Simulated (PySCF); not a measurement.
# H2NO (SMILES N[O]) at U-r2SCAN/STO-3G

Aim: the energy change on altering one bond length of H2NO at U-r2SCAN/STO-3G, from 2 runs. The job is set up through a Python script.

The results are computed with PySCF 2.14.0.

12 further runs of the same task are left out: 3 that didn't finish, 9 set aside as unsound or not needed.

## (1) The structure to begin with

The species is H2NO (4 atoms), meant as a doublet with charge 0. As SMILES, `N[O]`. The coordinates come from a GFN2-xTB relaxation.

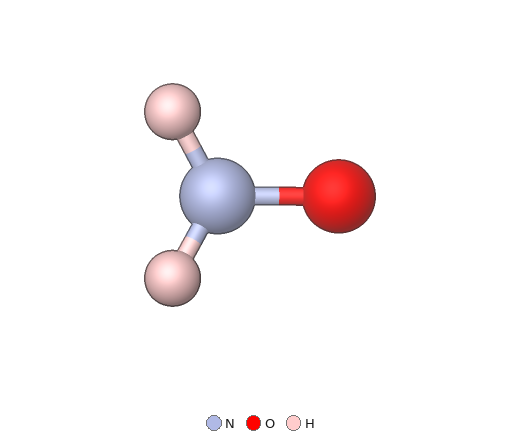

Viewed from a chosen angle; nitrogen light blue, oxygen red, hydrogen pink.

## (2) The energy at U-r2SCAN/STO-3G

File calc.py:

```python
from pyscf import gto, dft

mol = gto.Mole()
mol.atom = 'N -0.015110 0.041110 -0.107550; O 0.804330 0.357230 0.819800; H -0.968410 0.390510 -0.050090; H 0.179190 -0.788850 -0.662160'
mol.charge = 0
mol.verbose = 3
mol.basis = 'sto-3g'
mol.spin = 1
mol.max_memory = 1860
mol.build()

myscf = dft.UKS(mol)
myscf.xc = 'r2scan'
myscf.grids.level = 5
myscf.conv_tol = 1e-10
myscf.kernel()
if not myscf.converged:
    myscf = myscf.newton().run(myscf.mo_coeff, myscf.mo_occ)

e_final = myscf.e_tot
print('Final energy', e_final)
```

Run with:

```
$ OMP_NUM_THREADS=1 python calc.py
```

Output:

```text
converged SCF energy = -129.249797545257  <S^2> = 0.75081617  2S+1 = 2.000816
Final energy -129.24979754525697
```

It took 3.9 s on 1 thread of Arm Neoverse V1, shared host; peak memory 0.18 GiB.

## (3) The distorted shape at the same level

File job.py:

```python
from pyscf import gto, dft

mol = gto.Mole()
mol.atom = '''
N   -0.364841   1.534999   0.890722
O    0.454599   1.851119   1.818072
H   -1.318141   1.884399   0.948182
H    0.179190  -0.788850  -0.662160
'''
mol.verbose = 4
mol.max_memory = 1860
mol.basis = 'sto-3g'
mol.spin = 1
mol.build()

calc0 = dft.UKS(mol, xc='r2scan')
calc0.conv_tol = 1e-10
calc0.grids.level = 5
calc0.kernel()
if not calc0.converged:
    calc0 = calc0.newton().run(calc0.mo_coeff, calc0.mo_occ)

e_final = calc0.e_tot
print(f'total energy: {e_final:.8f} hartree')
```

Run with:

```
$ OMP_NUM_THREADS=1 python job.py
```

Output:

```text
PySCF version 2.14.0

[INPUT] num. atoms = 4
[INPUT] num. electrons = 17
[INPUT] charge = 0
[INPUT] spin (= nelec alpha-beta = 2S) = 1
[INPUT] symmetry False subgroup None
[INPUT] Mole.unit = angstrom
[INPUT] Symbol           X                Y                Z      unit          X                Y                Z       unit  Magmom
[INPUT]  1 N     -0.364841000000   1.534999000000   0.890722000000 AA   -0.689449569012   2.900727711481   1.683220633125 Bohr   0.0
[INPUT]  2 O      0.454599000000   1.851119000000   1.818072000000 AA    0.859067606501   3.498107933979   3.435658154740 Bohr   0.0
[INPUT]  3 H     -1.318141000000   1.884399000000   0.948182000000 AA   -2.490925483560   3.560998019404   1.791804296242 Bohr   0.0
[INPUT]  4 H      0.179190000000  -0.788850000000  -0.662160000000 AA    0.338620024261  -1.490710453363  -1.251301050642 Bohr   0.0

nuclear repulsion = 31.6064267282662
number of shells = 8
number of NR pGTOs = 36
number of NR cGTOs = 12
basis = sto-3g
ecp = {}

******** <class 'pyscf.dft.uks.UKS'> ********
method = UKS
initial guess = minao
damping factor = 0
level_shift factor = 0
DIIS = <class 'pyscf.scf.diis.CDIIS'>
diis_start_cycle = 1
diis_space = 8
diis_damp = 0
SCF conv_tol = 1e-10
SCF conv_tol_grad = None
SCF max_cycles = 50
direct_scf = True
direct_scf_tol = 1e-13
number electrons alpha = 9  beta = 8
XC library pyscf.dft.libxc version 7.0.0
    S. Lehtola, C. Steigemann, M. J.T. Oliveira, and M. A.L. Marques.,  SoftwareX 7, 1–5 (2018)
XC functionals = r2scan
    J. W. Furness, A. D. Kaplan, J. Ning, J. P. Perdew, and J. Sun.,  J. Phys. Chem. Lett. 11, 8208-8215 (2020)
    J. W. Furness, A. D. Kaplan, J. Ning, J. P. Perdew, and J. Sun.,  J. Phys. Chem. Lett. 11, 9248-9248 (2020)
    J. W. Furness, A. D. Kaplan, J. Ning, J. P. Perdew, and J. Sun.,  J. Phys. Chem. Lett. 11, 8208-8215 (2020)
    J. W. Furness, A. D. Kaplan, J. Ning, J. P. Perdew, and J. Sun.,  J. Phys. Chem. Lett. 11, 9248-9248 (2020)
radial grids:
    Treutler-Ahlrichs [JCP 102, 346 (1995); DOI:10.1063/1.469408] (M4) radial grids

becke partition: Becke, JCP 88, 2547 (1988); DOI:10.1063/1.454033
pruning grids: <function nwchem_prune>
grids dens level: 5
symmetrized grids: False
atomic radii adjust function: <function treutler_atomic_radii_adjust>
small_rho_cutoff = 0
Set gradient conv threshold to 1e-05
tot grids = 132176
init E= -129.22123970566
[... the frontier-level lines of each cycle are left out ...]

cycle= 1 E= -129.048969735854  delta_E= 0.172  |g|= 0.305  |ddm|= 1.89
cycle= 2 E= -128.6167075305  delta_E= 0.432  |g|= 0.874  |ddm|= 1.35
cycle= 3 E= -129.114189876665  delta_E= -0.497  |g|= 0.0268  |ddm|= 0.99
cycle= 4 E= -129.11522431663  delta_E= -0.00103  |g|= 0.00735  |ddm|= 0.135
cycle= 5 E= -129.116581590833  delta_E= -0.00136  |g|= 0.00889  |ddm|= 0.171
cycle= 6 E= -129.114840170259  delta_E= 0.00174  |g|= 0.00461  |ddm|= 0.242
cycle= 7 E= -129.114648239718  delta_E= 0.000192  |g|= 0.00666  |ddm|= 0.34
cycle= 8 E= -129.11442336231  delta_E= 0.000225  |g|= 0.00226  |ddm|= 0.0928
cycle= 9 E= -129.114382013202  delta_E= 4.13e-05  |g|= 0.000199  |ddm|= 0.0627
cycle= 10 E= -129.114381869396  delta_E= 1.44e-07  |g|= 0.000105  |ddm|= 0.00729
cycle= 11 E= -129.114381783752  delta_E= 8.56e-08  |g|= 3.07e-05  |ddm|= 0.00335
cycle= 12 E= -129.114381783018  delta_E= 7.34e-10  |g|= 1.49e-05  |ddm|= 0.00088
cycle= 13 E= -129.114381784544  delta_E= -1.53e-09  |g|= 9.66e-06  |ddm|= 0.000664
cycle= 14 E= -129.114381783267  delta_E= 1.28e-09  |g|= 1.69e-06  |ddm|= 0.000302
cycle= 15 E= -129.11438178326  delta_E= 6.99e-12  |g|= 8.6e-07  |ddm|= 2.57e-05
Extra cycle  E= -129.114381783257  delta_E= 2.67e-12  |g|= 2.91e-06  |ddm|= 8.2e-06
converged SCF energy = -129.114381783257  <S^2> = 0.7501967  2S+1 = 2.0001967
total energy: -129.11438178 hartree
```

Run time: 5.4 s. Hardware: 1 thread of Arm Neoverse V1, shared host; peak memory 0.18 GiB.

## (4) What came out

At U-r2SCAN/STO-3G:

| quantity | value |
| --- | --- |
| first shape: total energy | -129.24980 Eh |
| first shape: dipole moment | 2.11 D |
| first shape: HOMO energy (highest over α and β) | -1.31 eV |
| first shape: LUMO energy (lowest over α and β) | 1.93 eV |
| first shape: ⟨S²⟩ | 0.751 |
| distorted shape: total energy | -129.11438 Eh |
| distorted shape: dipole moment | 1.52 D |
| distorted shape: HOMO energy (highest over α and β) | -2.23 eV |
| distorted shape: LUMO energy (lowest over α and β) | -1.27 eV |
| distorted shape: ⟨S²⟩ | 0.750 |
| energy change with the N1–H4 bond stretched from 1.017 to 2.847 Å | 3.685 eV |

What this shows: With the N1–H4 bond stretched from 1.017 to 2.847 Å the energy rises by 3.68 eV (85 kcal/mol). The first shape isn't relaxed at this level, so the change isn't measured from a minimum. The minimal basis adds a large error of its own. Mulliken charges (distorted shape) run from -0.12 on N1 to +0.17 on H3.
